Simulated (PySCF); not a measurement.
# C5H11AsO: first hyperpolarisability

What do calculations give for the first hyperpolarisability of C5H11AsO (`CC(=O)[C@H](C)C[AsH2]`)?

Computed with PySCF 2.14.0 and routines of our own; the level stands in each step. Atoms count from 0.

## Step 1: The starting structure

18 atoms, charge 0, multiplicity 1; geometry from: GFN2-xTB.

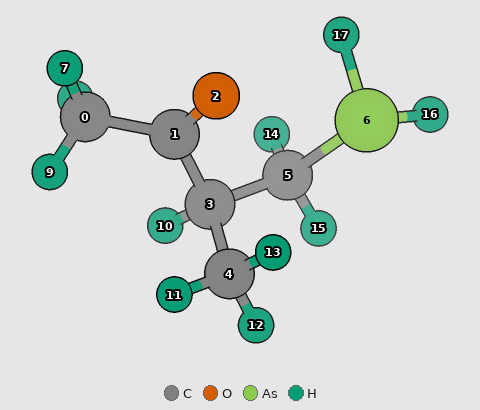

The starting geometry (carbon grey, oxygen orange, arsenic green, hydrogen teal).

## Step 2: Geometry optimisation at PBE0-D3(BJ)/def2-SVP

Job settings and geometry (Å):

```
{"job": {"xc": "PBE0", "basis": "def2-SVP", "d3": "d3bj", "grid": 1, "kind": "geom"}, "charge": 0, "multiplicity": 1}
C     -1.792248     1.506125     0.609391
C     -0.626109     0.563657     0.709734
O      0.010509     0.420980     1.725175
C     -0.289890    -0.222591    -0.541386
C     -0.643754    -1.687924    -0.280285
C      1.202546    -0.075490    -0.839938
As     2.366765    -0.470998     0.729743
H     -1.990709     1.973469     1.570165
H     -1.571969     2.274044    -0.130309
H     -2.673759     0.963118     0.274098
H     -0.882220     0.148279    -1.386009
H     -1.703889    -1.798609    -0.059199
H     -0.402951    -2.292903    -1.152301
H     -0.068486    -2.053036     0.571223
H      1.410348     0.931893    -1.212176
H      1.469305    -0.780493    -1.633548
H      3.620403    -0.343438    -0.119351
H      2.557349     0.950232     1.153315
```

Started as:

```sh
$ OMP_NUM_THREADS=1 python excited_run.py task.json out
```

This one command runs all jobs of the session in turn.

Standard output:

```text
step   0  E = -2507.19015760  max force = 0.010753
step   1  E = -2507.19371002  max force = 0.003921
step   2  E = -2507.19387046  max force = 0.001092
step   3  E = -2507.19388902  max force = 0.001561
step   4  E = -2507.19392282  max force = 0.001483
step   5  E = -2507.19394752  max force = 0.001062
step   6  E = -2507.19399457  max force = 0.001548
step   7  E = -2507.19406101  max force = 0.001389
step   8  E = -2507.19416135  max force = 0.001653
step   9  E = -2507.19420798  max force = 0.000791
step  10  E = -2507.19423587  max force = 0.000656
step  11  E = -2507.19424853  max force = 0.000508
step  12  E = -2507.19425963  max force = 0.000341
optimisation converged
```

It took 2.2 min on 1 thread of Arm Neoverse V2, shared host; peak memory 0.71 GiB.

Step by step:

| step | energy from step 0 (eV) | largest force component (eV/Å) |
| --- | --- | --- |
| 0 | 0.0000 | 0.5529 |
| 1 | -0.0967 | 0.2016 |
| 2 | -0.1010 | 0.0562 |
| 3 | -0.1015 | 0.0803 |
| 4 | -0.1025 | 0.0763 |
| 5 | -0.1031 | 0.0546 |
| 6 | -0.1044 | 0.0796 |
| 7 | -0.1062 | 0.0714 |
| 8 | -0.1089 | 0.0850 |
| 9 | -0.1102 | 0.0407 |
| 10 | -0.1110 | 0.0337 |
| 11 | -0.1113 | 0.0261 |
| 12 | -0.1116 | 0.0175 |

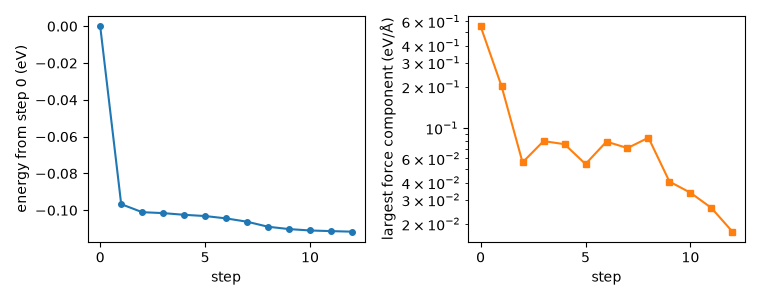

Energy and largest force along the relaxation.

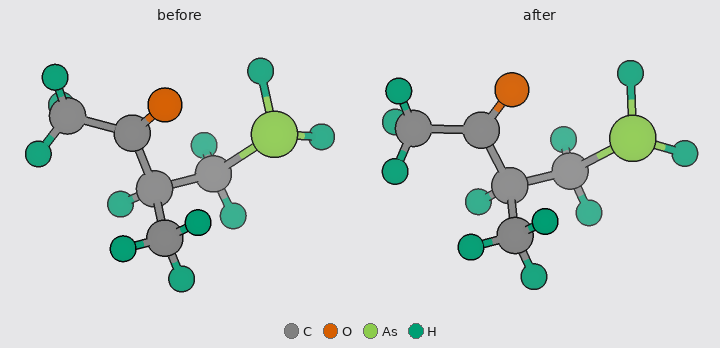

Before and after, at one scale.

Close pairs (by a distance rule), those that changed most:

| bond | before (Å) | after (Å) | change (Å) |
| --- | --- | --- | --- |
| As6–H17 | 1.495 | 1.519 | +0.024 |
| As6–H16 | 1.519 | 1.534 | +0.014 |
| C0–H8 | 1.089 | 1.102 | +0.014 |
| C0–H9 | 1.088 | 1.101 | +0.012 |
| C4–H12 | 1.088 | 1.101 | +0.012 |
| C4–H11 | 1.089 | 1.100 | +0.012 |
| C0–H7 | 1.087 | 1.097 | +0.010 |
| C4–H13 | 1.091 | 1.101 | +0.010 |

The next job starts from the end point, and lists it.

| at the end point | value |
| --- | --- |
| point group (found at 0.08 Å tolerance) | C1 |
| rotational constants (GHz, main isotopes) | 3.229, 1.005, 0.871 |
| dipole moment (D) | 3.53 |

## Step 3: First hyperpolarisability: quadratic response B3LYP/def2-SVPD

Job settings and geometry (Å):

```
{"job": {"kind": "beta", "xc": "B3LYP", "basis": "def2-SVPD", "wavelengths": [1064]}, "charge": 0, "multiplicity": 1}
C     -2.070948     0.985046     0.674102
C     -0.668319     0.439324     0.721105
O      0.072496     0.672409     1.648244
C     -0.226211    -0.434701    -0.445003
C     -0.689939    -1.873528    -0.192234
C      1.275950    -0.334949    -0.697555
As     2.419532    -0.893625     0.840976
H     -2.333155     1.433741     1.640065
H     -2.130222     1.754095    -0.113500
H     -2.795150     0.199998     0.408238
H     -0.753980    -0.068910    -1.344926
H     -1.780869    -1.937671    -0.062728
H     -0.415698    -2.514904    -1.043466
H     -0.214024    -2.284557     0.711163
H      1.549011     0.685687    -1.000862
H      1.540405    -1.001952    -1.532258
H      3.660541    -1.098435    -0.036959
H      2.872629     0.495867     1.256345
```

Method: quadratic response B3LYP/def2-SVPD first hyperpolarisability, Taylor convention, gas phase.

Standard output:

```text
coarse grid: 65608 points
cycle   1  E = -2507.6798491336  dE = -1.620e-01  |g| = 8.529e-01  |ddm| = 6.496e+00
cycle   2  E = -2507.1504398946  dE =  5.294e-01  |g| = 1.814e+00  |ddm| = 3.415e+00
cycle   3  E = -2507.8196934462  dE = -6.693e-01  |g| = 2.302e-01  |ddm| = 2.775e+00
cycle   4  E = -2507.8302525402  dE = -1.056e-02  |g| = 7.720e-02  |ddm| = 3.905e-01
cycle   5  E = -2507.8316049224  dE = -1.352e-03  |g| = 2.355e-02  |ddm| = 1.477e-01
cycle   6  E = -2507.8317506841  dE = -1.458e-04  |g| = 6.738e-03  |ddm| = 4.532e-02
cycle   7  E = -2507.8317615357  dE = -1.085e-05  |g| = 1.334e-03  |ddm| = 1.097e-02
cycle   8  E = -2507.8317618942  dE = -3.586e-07  |g| = 4.177e-04  |ddm| = 2.613e-03
final grid: 139416 points
cycle   9  E = -2507.8317918873  dE = -8.933e-08  |g| = 6.803e-04  |ddm| = 1.546e-02
cycle  10  E = -2507.8317916253  dE =  2.619e-07  |g| = 1.341e-03  |ddm| = 2.316e-03
cycle  11  E = -2507.8317919816  dE = -3.562e-07  |g| = 1.674e-04  |ddm| = 1.446e-03
cycle  12  E = -2507.8317919879  dE = -6.305e-09  |g| = 9.274e-06  |ddm| = 2.535e-04
cycle  13  E = -2507.8317919879  dE = -1.910e-11  |g| = 4.711e-06  |ddm| = 3.356e-05
converged SCF energy = -2507.8317919879

Lowest singlets (eV, f): 4.3235 0.0002  4.9653 0.0009  5.8311 0.0411

First hyperpolarisability (au)
process     nm      |vector|   parallel      HRS      DR
static         -      214.55     109.94      83.31   6.421
shg       1064.0      243.80     125.88      94.62    6.48
eope      1064.0      223.68     114.93          -       -
```

Wall time 51 s (1 thread of Arm Neoverse V2, shared host); peak memory 0.99 GiB.

## Step 4: Outcome

```
                                             quantity                             value
                                          point group                                C1
                 rotational constants (main isotopes)              3.23, 1.00, 0.87 GHz
β vector (step 3, quadratic response B3LYP/def2-SVPD)  static 215, SHG 1064.0 nm 244 au
```

The optimisation took 12 steps and gained 0.112 eV; among the close pairs (by a distance rule), As6–H17 changed most, from 1.495 to 1.519 Å. Steps that list no spin-orbit terms leave them out, which matters at and beside the heavy atoms. β grows from 215 au (static) to 244 au for doubling at 1064.0 nm: normal dispersion, which grows as twice the photon energy moves toward the bright states.
